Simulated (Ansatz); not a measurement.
**Geometry relaxation of CH₇BO₂Si (part 2 of 2)**

The same run, continued: CH₇BO₂Si, SMILES C[SiH](O)BO; RKS PBE-D4/def2-SVP (Ansatz 0.2.0). The geometry: force-field start.

Geometry of the input (Å):
```
C  -1.1863  0.4659  0.8139
Si 0.3896  0.7115  -0.0906
O  1.5970  1.0904  1.0273
B  0.9061  -0.9214  -1.0231
O  -0.0708  -1.4662  -2.0543
H  -1.4854  1.4683  1.3309
H  -1.1273  -0.3146  1.5403
H  -1.9935  0.2939  0.0605
H  0.2824  1.8239  -1.0245
H  1.6155  0.3434  1.7151
H  1.8209  -1.5065  -0.7400
H  -0.6712  -2.0438  -1.5217
```

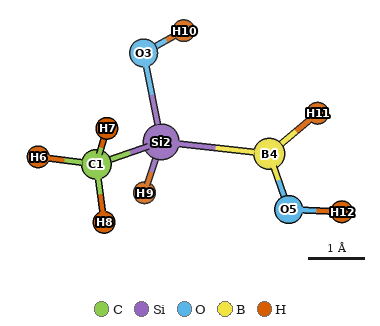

The geometry at step 21 of the log (ball-and-stick view, seen at a tilt; atoms are numbered from 1 in the order of the input).

Trajectory as extended XYZ, continued:
```
12
Properties=species:S:1:pos:R:3:forces:R:3 step=10 energy=-13783.11927
C    -1.3558    0.6487    0.9170    0.0141   0.0026  -0.0164
Si    0.3106    0.7220    0.0172   -0.0158   0.0011   0.0362
O     1.5825    1.1056    1.0788    0.0234  -0.0698   0.0234
B     0.7029   -1.0481   -0.9103    0.0355  -0.0044  -0.0355
O    -0.1604   -1.4885   -1.8670   -0.0051  -0.0360  -0.0017
H    -1.5660    1.6032    1.4414   -0.0020  -0.0022   0.0008
H    -1.3884   -0.1703    1.6643    0.0051   0.0045  -0.0030
H    -2.1661    0.4720    0.1783    0.0035   0.0048   0.0086
H     0.2422    1.8641   -0.9677    0.0010  -0.0040  -0.0055
H     2.0916    0.3240    1.3588   -0.0397   0.0686  -0.0303
H     1.6845   -1.7384   -0.6286   -0.0188  -0.0036   0.0082
H     0.0995   -2.3496   -2.2483   -0.0011   0.0384   0.0152
12
Properties=species:S:1:pos:R:3:forces:R:3 step=11 energy=-13783.11944
C    -1.3545    0.6485    0.9161   -0.0010  -0.0012  -0.0085
Si    0.3115    0.7215    0.0177   -0.0051   0.0147   0.0119
O     1.5785    1.1091    1.0834    0.0108  -0.0505   0.0090
B     0.7042   -1.0472   -0.9135    0.0217  -0.0272   0.0339
O    -0.1632   -1.4896   -1.8645   -0.0145  -0.0013  -0.0407
H    -1.5655    1.6014    1.4432    0.0071  -0.0017  -0.0012
H    -1.3845   -0.1720    1.6619   -0.0026   0.0034  -0.0016
H    -2.1662    0.4732    0.1788    0.0039  -0.0018   0.0055
H     0.2448    1.8606   -0.9708   -0.0014   0.0033  -0.0031
H     2.0922    0.3307    1.3613   -0.0194   0.0400  -0.0189
H     1.6797   -1.7444   -0.6293    0.0074   0.0117  -0.0017
H     0.1000   -2.3469   -2.2506   -0.0070   0.0106   0.0152
12
Properties=species:S:1:pos:R:3:forces:R:3 step=12 energy=-13783.12014
C    -1.3612    0.6526    0.9185   -0.0051  -0.0081   0.0084
Si    0.3036    0.7178    0.0215   -0.0002  -0.0261  -0.0082
O     1.5607    1.0987    1.0989    0.0274  -0.0117   0.0282
B     0.7045   -1.0520   -0.9055   -0.0102   0.0051  -0.0065
O    -0.1469   -1.4832   -1.8769   -0.0038  -0.0034  -0.0018
H    -1.5609    1.6067    1.4479   -0.0042  -0.0046  -0.0019
H    -1.3912   -0.1680    1.6641   -0.0030   0.0066   0.0030
H    -2.1783    0.4826    0.1866    0.0016   0.0061  -0.0039
H     0.2412    1.8509   -0.9729   -0.0072   0.0221  -0.0179
H     2.1183    0.3332    1.3192   -0.0073   0.0144  -0.0111
H     1.6734   -1.7519   -0.6080    0.0072  -0.0072   0.0041
H     0.1138   -2.3425   -2.2596    0.0049   0.0068   0.0076
12
Properties=species:S:1:pos:R:3:forces:R:3 step=13 energy=-13783.12029
C    -1.3676    0.6564    0.9212    0.0007  -0.0063   0.0119
Si    0.2971    0.7154    0.0245   -0.0054  -0.0414  -0.0077
O     1.5473    1.0861    1.1129    0.1389  -0.1272   0.0669
B     0.7044   -1.0552   -0.8993   -0.0380   0.0161  -0.0388
O    -0.1329   -1.4806   -1.8864    0.0135   0.0066   0.0276
H    -1.5596    1.6112    1.4522   -0.0055  -0.0020  -0.0025
H    -1.4005   -0.1639    1.6668   -0.0016   0.0022   0.0021
H    -2.1874    0.4932    0.1912   -0.0013   0.0051  -0.0087
H     0.2340    1.8478   -0.9721   -0.0016   0.0170  -0.0178
H     2.1453    0.3328    1.2774   -0.1131   0.1419  -0.0423
H     1.6671   -1.7579   -0.5882    0.0044  -0.0109   0.0046
H     0.1297   -2.3404   -2.2664    0.0089  -0.0012   0.0047
12
Properties=species:S:1:pos:R:3:forces:R:3 step=14 energy=-13783.12066
C    -1.3668    0.6552    0.9207    0.0011  -0.0014   0.0074
Si    0.2988    0.7161    0.0248   -0.0025  -0.0230  -0.0057
O     1.5508    1.0869    1.1121    0.0526  -0.0472   0.0340
B     0.7044   -1.0536   -0.9009   -0.0249   0.0072  -0.0196
O    -0.1362   -1.4819   -1.8834    0.0075   0.0063   0.0159
H    -1.5613    1.6098    1.4513   -0.0029  -0.0012  -0.0019
H    -1.4014   -0.1652    1.6661    0.0000   0.0011  -0.0008
H    -2.1846    0.4922    0.1883   -0.0006   0.0022  -0.0055
H     0.2351    1.8502   -0.9707   -0.0016   0.0085  -0.0093
H     2.1426    0.3327    1.2804   -0.0384   0.0538  -0.0199
H     1.6684   -1.7559   -0.5921    0.0037  -0.0052   0.0021
H     0.1272   -2.3417   -2.2628    0.0059  -0.0012   0.0032
12
Properties=species:S:1:pos:R:3:forces:R:3 step=15 energy=-13783.12230
C    -1.3783    0.6591    0.9197    0.0087   0.0118   0.0061
Si    0.2920    0.7102    0.0353   -0.0153   0.0315  -0.0003
O     1.5227    1.0513    1.1573   -0.0770   0.0472   0.0059
B     0.7008   -1.0529   -0.8956    0.0132  -0.0050   0.0121
O    -0.1312   -1.4879   -1.8811    0.0002  -0.0062  -0.0075
H    -1.5633    1.6123    1.4559   -0.0098   0.0016  -0.0038
H    -1.4219   -0.1642    1.6612    0.0010  -0.0036  -0.0071
H    -2.1951    0.5100    0.1833    0.0016   0.0034  -0.0007
H     0.2460    1.8496   -0.9594   -0.0126  -0.0083  -0.0043
H     2.1929    0.3512    1.1950    0.0910  -0.0642   0.0090
H     1.6680   -1.7486   -0.5805    0.0082  -0.0084  -0.0091
H     0.1444   -2.3454   -2.2573   -0.0093   0.0002  -0.0004
12
Properties=species:S:1:pos:R:3:forces:R:3 step=16 energy=-13783.12299
C    -1.3784    0.6597    0.9181    0.0015   0.0039   0.0092
Si    0.2933    0.7106    0.0374   -0.0079   0.0053   0.0054
O     1.5181    1.0485    1.1671    0.0118  -0.0359   0.0073
B     0.7022   -1.0539   -0.8937    0.0187   0.0025   0.0189
O    -0.1314   -1.4853   -1.8788   -0.0242  -0.0054  -0.0181
H    -1.5667    1.6103    1.4579    0.0015  -0.0002  -0.0029
H    -1.4224   -0.1677    1.6550   -0.0053   0.0006  -0.0017
H    -2.1937    0.5138    0.1795    0.0012  -0.0015  -0.0055
H     0.2441    1.8467   -0.9608    0.0037   0.0016  -0.0040
H     2.2053    0.3606    1.1899   -0.0101   0.0317  -0.0066
H     1.6672   -1.7543   -0.5829    0.0128   0.0006   0.0026
H     0.1394   -2.3443   -2.2548   -0.0038  -0.0032  -0.0045
12
Properties=species:S:1:pos:R:3:forces:R:3 step=17 energy=-13783.12493
C    -1.3850    0.6604    0.9096   -0.0039   0.0278   0.0012
Si    0.2952    0.6995    0.0479    0.0028  -0.0221   0.0382
O     1.4893    1.0161    1.2156   -0.2678   0.1897   0.0203
B     0.7132   -1.0548   -0.9008   -0.0280   0.0400   0.0193
O    -0.1592   -1.5073   -1.8421   -0.0263  -0.0171  -0.0222
H    -1.5629    1.6134    1.4488   -0.0072  -0.0021  -0.0005
H    -1.4449   -0.1658    1.6465    0.0012  -0.0048  -0.0111
H    -2.1966    0.5282    0.1648    0.0036  -0.0068  -0.0044
H     0.2699    1.8405   -0.9457   -0.0018   0.0165  -0.0245
H     2.2288    0.3973    1.1729    0.2791  -0.2027  -0.0235
H     1.7116   -1.7262   -0.6481    0.0577  -0.0175   0.0151
H     0.1178   -2.3564   -2.2357   -0.0094  -0.0009  -0.0079
12
Properties=species:S:1:pos:R:3:forces:R:3 step=18 energy=-13783.12788
C    -1.3902    0.6603    0.9052    0.0078   0.0199   0.0070
Si    0.2969    0.6976    0.0576    0.0110  -0.0475   0.0216
O     1.4830    0.9994    1.2379    0.1856  -0.1656  -0.0026
B     0.7126   -1.0565   -0.8937   -0.0266   0.0207   0.0258
O    -0.1715   -1.5108   -1.8239    0.0065  -0.0061  -0.0350
H    -1.5746    1.6084    1.4510   -0.0025  -0.0060  -0.0012
H    -1.4595   -0.1745    1.6315    0.0007   0.0057  -0.0055
H    -2.1926    0.5351    0.1491    0.0095  -0.0025  -0.0034
H     0.2795    1.8379   -0.9389    0.0044   0.0160  -0.0177
H     2.2678    0.4245    1.1425   -0.2067   0.1677   0.0078
H     1.7178   -1.7250   -0.6506    0.0266   0.0066  -0.0126
H     0.1078   -2.3515   -2.2339   -0.0163  -0.0089   0.0158
12
Properties=species:S:1:pos:R:3:forces:R:3 step=19 energy=-13783.13654
C    -1.3991    0.6724    0.8933   -0.0093   0.0228  -0.0064
Si    0.3000    0.6719    0.0750   -0.0812  -0.0017   0.0595
O     1.4298    0.9303    1.3190    0.1350  -0.1124  -0.0555
B     0.7243   -1.0580   -0.9168    0.0522  -0.0465  -0.0610
O    -0.2196   -1.5755   -1.7544    0.0514  -0.0024   0.0651
H    -1.5647    1.6219    1.4436    0.0062  -0.0183  -0.0210
H    -1.4935   -0.1628    1.6160   -0.0110  -0.0053  -0.0148
H    -2.1962    0.5716    0.1281    0.0066  -0.0118   0.0071
H     0.3299    1.8243   -0.9119    0.0285   0.0115  -0.0183
H     2.2813    0.4879    1.1462   -0.0794   0.0854   0.0309
H     1.8080   -1.6439   -0.8096   -0.0834   0.0527   0.0050
H     0.0769   -2.3953   -2.1947   -0.0156   0.0261   0.0093
12
Properties=species:S:1:pos:R:3:forces:R:3 step=20 energy=-13783.14545
C    -1.4114    0.6786    0.8782    0.0182   0.0167   0.0048
Si    0.2997    0.6591    0.0962    0.0696  -0.0445  -0.0538
O     1.4117    0.8468    1.3691   -0.0225  -0.0090   0.0132
B     0.7230   -1.0464   -0.9364   -0.0008  -0.0124  -0.0006
O    -0.2600   -1.6363   -1.6732   -0.0156   0.0205   0.0225
H    -1.5814    1.6219    1.4338   -0.0156   0.0280   0.0028
H    -1.5256   -0.1636    1.5880   -0.0043  -0.0328   0.0207
H    -2.1930    0.5836    0.0983   -0.0089   0.0065  -0.0289
H     0.4099    1.8256   -0.8745   -0.0278   0.0129   0.0235
H     2.3115    0.5586    1.1381   -0.0002   0.0056  -0.0062
H     1.8468   -1.5508   -0.9355    0.0013   0.0119  -0.0078
H     0.0457   -2.4322   -2.1484    0.0064  -0.0033   0.0097
12
Properties=species:S:1:pos:R:3:forces:R:3 step=21 energy=-13783.14494 accepted=F
C    -1.4031    0.6722    0.8650   -0.0364   0.0246   0.0559
Si    0.3105    0.6604    0.0959    0.0522  -0.0796   0.1177
O     1.4137    0.8480    1.3790   -0.0280  -0.0312  -0.0365
B     0.7191   -1.0453   -0.9363    0.0941   0.1243   0.1058
O    -0.2829   -1.6441   -1.6320   -0.0708  -0.0175  -0.0827
H    -1.5889    1.6104    1.4250    0.0052   0.0264  -0.0072
H    -1.5239   -0.1745    1.5685   -0.0067  -0.0378   0.0130
H    -2.1738    0.5794    0.0749   -0.0345  -0.0060  -0.0409
H     0.4145    1.8320   -0.8548    0.0059   0.0994  -0.0879
H     2.3156    0.5686    1.1456    0.0168   0.0065   0.0072
H     1.8441   -1.5393   -0.9702    0.0472  -0.0122  -0.0247
H     0.0319   -2.4229   -2.1268   -0.0449  -0.0967  -0.0196
12
Properties=species:S:1:pos:R:3:forces:R:3 step=22 energy=-13783.14691
C    -1.4096    0.6786    0.8740    0.0020  -0.0087   0.0118
Si    0.3034    0.6556    0.0968    0.0384  -0.0029  -0.0087
O     1.4092    0.8348    1.3769    0.0248  -0.0215  -0.0125
B     0.7247   -1.0464   -0.9400    0.0054   0.0098  -0.0111
O    -0.2664   -1.6414   -1.6613   -0.0014   0.0021   0.0309
H    -1.5829    1.6222    1.4288   -0.0021   0.0186  -0.0019
H    -1.5287   -0.1645    1.5826   -0.0091  -0.0202   0.0129
H    -2.1871    0.5853    0.0896   -0.0096   0.0023  -0.0233
H     0.4091    1.8320   -0.8613   -0.0029   0.0085   0.0027
H     2.3151    0.5689    1.1394   -0.0336   0.0151   0.0102
H     1.8525   -1.5419   -0.9563   -0.0101   0.0050  -0.0051
H     0.0379   -2.4384   -2.1354   -0.0016  -0.0081  -0.0059
12
Properties=species:S:1:pos:R:3:forces:R:3 step=23 energy=-13783.14592 accepted=F
C    -1.4108    0.6763    0.8595   -0.0125  -0.0194   0.0121
Si    0.3114    0.6522    0.1059    0.0612   0.0097  -0.0221
O     1.4013    0.7888    1.4073    0.3893  -0.0775  -0.1572
B     0.7270   -1.0314   -0.9609   -0.1172  -0.1366   0.0300
O    -0.2978   -1.6779   -1.5959    0.2165   0.1079   0.0437
H    -1.5925    1.6161    1.4176   -0.0009   0.0199   0.0028
H    -1.5456   -0.1731    1.5585   -0.0003  -0.0090   0.0026
H    -2.1742    0.5897    0.0603   -0.0079   0.0031  -0.0169
H     0.4476    1.8451   -0.8296   -0.0068   0.0125   0.0215
H     2.3303    0.6096    1.1433   -0.4115   0.0748   0.1312
H     1.8703   -1.4916   -1.0380   -0.0809   0.0391  -0.0641
H     0.0100   -2.4591   -2.0942   -0.0289  -0.0245   0.0165
12
Properties=species:S:1:pos:R:3:forces:R:3 step=24 energy=-13783.14859
C    -1.4102    0.6775    0.8685    0.0017  -0.0054   0.0054
Si    0.3076    0.6548    0.1010    0.0267   0.0040   0.0055
O     1.4094    0.8196    1.3872   -0.0067  -0.0149  -0.0183
B     0.7260   -1.0406   -0.9468   -0.0008   0.0049  -0.0051
O    -0.2777   -1.6565   -1.6327    0.0138   0.0007   0.0244
H    -1.5882    1.6209    1.4224    0.0000   0.0089  -0.0013
H    -1.5383   -0.1676    1.5737   -0.0029  -0.0096   0.0040
H    -2.1797    0.5870    0.0754   -0.0062   0.0009  -0.0132
H     0.4212    1.8397   -0.8461   -0.0016   0.0051   0.0016
H     2.3191    0.5756    1.1424   -0.0074   0.0059   0.0087
H     1.8609   -1.5164   -0.9970   -0.0081   0.0045  -0.0087
H     0.0268   -2.4492   -2.1141   -0.0086  -0.0050  -0.0030
12
Properties=species:S:1:pos:R:3:forces:R:3 step=25 energy=-13783.14987
C    -1.4106    0.6764    0.8627    0.0005  -0.0009  -0.0061
Si    0.3116    0.6555    0.1037    0.0106   0.0018   0.0118
O     1.4081    0.8053    1.3965    0.0205  -0.0144  -0.0280
B     0.7281   -1.0348   -0.9524   -0.0185  -0.0144  -0.0237
O    -0.2877   -1.6710   -1.6031    0.0494   0.0113   0.0276
H    -1.5923    1.6192    1.4167   -0.0007  -0.0001  -0.0005
H    -1.5453   -0.1712    1.5642    0.0022   0.0004  -0.0037
H    -2.1737    0.5886    0.0624    0.0008   0.0010  -0.0002
H     0.4325    1.8481   -0.8338    0.0003  -0.0036   0.0078
H     2.3218    0.5794    1.1475   -0.0311   0.0106   0.0181
H     1.8692   -1.4917   -1.0372   -0.0215   0.0090  -0.0088
H     0.0153   -2.4591   -2.0934   -0.0125  -0.0007   0.0058
12
Properties=species:S:1:pos:R:3:forces:R:3 step=26 energy=-13783.15081
C    -1.4096    0.6738    0.8514   -0.0084  -0.0058  -0.0072
Si    0.3188    0.6576    0.1070   -0.0006   0.0319   0.0030
O     1.4065    0.7883    1.4099   -0.0033  -0.0212  -0.0361
B     0.7323   -1.0188   -0.9707   -0.0648  -0.0867   0.0300
O    -0.3019   -1.6882   -1.5595    0.1122   0.0398   0.0401
H    -1.5986    1.6125    1.4106    0.0066  -0.0089  -0.0038
H    -1.5529   -0.1801    1.5439    0.0022   0.0067  -0.0100
H    -2.1634    0.5929    0.0410    0.0062  -0.0014   0.0111
H     0.4486    1.8617   -0.8123    0.0050   0.0182  -0.0019
H     2.3236    0.5802    1.1593   -0.0034   0.0052   0.0169
H     1.8777   -1.4550   -1.1000   -0.0345   0.0223  -0.0276
H    -0.0041   -2.4800   -2.0469   -0.0172  -0.0001  -0.0146
12
Properties=species:S:1:pos:R:3:forces:R:3 step=27 energy=-13783.14952 accepted=F
C    -1.4093    0.6730    0.8378   -0.0134   0.0157  -0.0050
Si    0.3264    0.6586    0.1120   -0.0259  -0.0341   0.0791
O     1.4018    0.7692    1.4278    0.0479  -0.0137  -0.0521
B     0.7324   -1.0191   -0.9662   -0.0733  -0.0732  -0.2051
O    -0.3192   -1.7210   -1.4938    0.2942   0.0808   0.1024
H    -1.6043    1.6080    1.4012    0.0006  -0.0112  -0.0030
H    -1.5626   -0.1862    1.5219    0.0078   0.0106  -0.0160
H    -2.1533    0.5985    0.0171    0.0101  -0.0010   0.0211
H     0.4739    1.8716   -0.7926    0.0103  -0.0006  -0.0167
H     2.3250    0.5847    1.1770   -0.0479   0.0135   0.0326
H     1.8888   -1.3996   -1.1940   -0.1721   0.0053   0.0465
H    -0.0225   -2.4928   -2.0144   -0.0384   0.0078   0.0163
12
Properties=species:S:1:pos:R:3:forces:R:3 step=28 energy=-13783.15234
C    -1.4114    0.6771    0.8455    0.0153  -0.0001  -0.0062
Si    0.3184    0.6604    0.1063    0.0053  -0.0013  -0.0021
O     1.4015    0.7739    1.4140   -0.0114  -0.0021  -0.0027
B     0.7292   -1.0164   -0.9717    0.0047  -0.0169  -0.0066
O    -0.3032   -1.7110   -1.5280    0.0108   0.0092   0.0100
H    -1.5982    1.6103    1.4133   -0.0070   0.0082   0.0034
H    -1.5548   -0.1826    1.5298   -0.0034  -0.0063   0.0036
H    -2.1643    0.6024    0.0344   -0.0051   0.0044  -0.0006
H     0.4638    1.8695   -0.8056   -0.0023   0.0010   0.0049
H     2.3220    0.5762    1.1691    0.0021   0.0000  -0.0005
H     1.8791   -1.4215   -1.1433   -0.0046   0.0068  -0.0046
H    -0.0051   -2.4935   -2.0300   -0.0043  -0.0027   0.0014
12
Properties=species:S:1:pos:R:3:forces:R:3 step=29 energy=-13783.15282
C    -1.4121    0.6790    0.8388    0.0152  -0.0074  -0.0033
Si    0.3201    0.6616    0.1062    0.0057   0.0046  -0.0010
O     1.3972    0.7595    1.4201   -0.0058   0.0000   0.0056
B     0.7303   -1.0106   -0.9793    0.0016  -0.0297  -0.0336
O    -0.3066   -1.7300   -1.4960    0.0394   0.0227   0.0208
H    -1.5988    1.6072    1.4146   -0.0051   0.0091   0.0025
H    -1.5599   -0.1870    1.5143   -0.0057  -0.0054   0.0043
H    -2.1624    0.6131    0.0247   -0.0068   0.0053  -0.0019
H     0.4753    1.8787   -0.7939   -0.0016  -0.0066   0.0034
H     2.3209    0.5737    1.1779   -0.0005  -0.0003  -0.0047
H     1.8836   -1.3910   -1.1895   -0.0350   0.0081   0.0044
H    -0.0106   -2.5094   -2.0041   -0.0013  -0.0005   0.0034
12
Properties=species:S:1:pos:R:3:forces:R:3 step=30 energy=-13783.15298
C    -1.4127    0.6803    0.8352    0.0110  -0.0083  -0.0010
Si    0.3207    0.6625    0.1057    0.0053   0.0025  -0.0031
O     1.3945    0.7509    1.4230   -0.0014   0.0025   0.0098
B     0.7311   -1.0069   -0.9842    0.0007  -0.0312  -0.0372
O    -0.3068   -1.7417   -1.4770    0.0430   0.0254   0.0191
H    -1.5977    1.6049    1.4175   -0.0034   0.0066   0.0016
H    -1.5644   -0.1904    1.5041   -0.0044  -0.0018   0.0019
H    -2.1622    0.6227    0.0197   -0.0051   0.0048  -0.0016
H     0.4813    1.8837   -0.7881   -0.0017  -0.0085   0.0051
H     2.3198    0.5712    1.1824   -0.0025  -0.0001  -0.0068
H     1.8852   -1.3729   -1.2162   -0.0419   0.0079   0.0076
H    -0.0118   -2.5195   -1.9883    0.0006   0.0002   0.0047
12
Properties=species:S:1:pos:R:3:forces:R:3 step=31 energy=-13783.15312
C    -1.4130    0.6809    0.8331    0.0016  -0.0069   0.0011
Si    0.3211    0.6628    0.1052    0.0011   0.0036  -0.0041
O     1.3929    0.7457    1.4245    0.0024   0.0014   0.0087
B     0.7320   -1.0042   -0.9884    0.0017  -0.0194  -0.0239
O    -0.3058   -1.7484   -1.4660    0.0289   0.0116   0.0146
H    -1.5954    1.6024    1.4215    0.0001   0.0006  -0.0003
H    -1.5695   -0.1939    1.4958   -0.0018   0.0034  -0.0023
H    -2.1625    0.6326    0.0166   -0.0002   0.0025   0.0009
H     0.4837    1.8869   -0.7839   -0.0002  -0.0055   0.0034
H     2.3190    0.5696    1.1839   -0.0030   0.0003  -0.0056
H     1.8854   -1.3623   -1.2329   -0.0301   0.0055   0.0079
H    -0.0109   -2.5273   -1.9755   -0.0004   0.0028  -0.0003
12
Properties=species:S:1:pos:R:3:forces:R:3 step=32 energy=-13783.15316
C    -1.4136    0.6817    0.8308   -0.0097  -0.0012   0.0029
Si    0.3211    0.6632    0.1044   -0.0036  -0.0007  -0.0034
O     1.3916    0.7402    1.4254    0.0051   0.0008   0.0067
B     0.7326   -1.0017   -0.9927   -0.0007  -0.0114   0.0139
O    -0.3038   -1.7591   -1.4500    0.0069   0.0086  -0.0157
H    -1.5916    1.5988    1.4279    0.0028  -0.0067  -0.0027
H    -1.5766   -0.1987    1.4848    0.0019   0.0084  -0.0068
H    -2.1631    0.6466    0.0134    0.0066  -0.0004   0.0052
H     0.4859    1.8901   -0.7796    0.0007  -0.0006   0.0001
H     2.3182    0.5688    1.1836   -0.0027   0.0004  -0.0033
H     1.8847   -1.3512   -1.2488   -0.0055   0.0069  -0.0065
H    -0.0084   -2.5339   -1.9655   -0.0018  -0.0040   0.0095
```

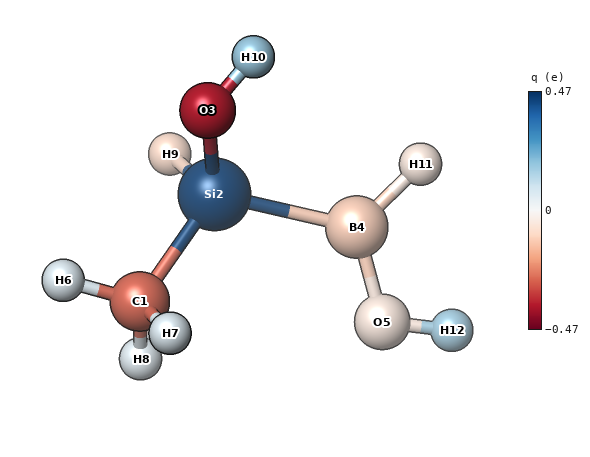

Mulliken charges, as the colour of each atom (ball-and-stick view, seen at a tilt; atoms are numbered from 1 in the order of the input). By element: C −0.28, Si +0.45, O −0.37 to −0.06, B −0.13 and H −0.11 to +0.19 e.

Summary:

```csv
quantity,value
outcome,converged
total energy,−13783.1532 eV
mean-field energy,−13782.9328 eV
dispersion energy,−0.2204 eV
SCF solution under orbital rotations,stable
largest force (length of the vector) at the end,0.019 eV/Å
dipole moment,2.71 D
wall time,40 s (CPU time 2.4 min)
peak memory,0.15 GiB
```
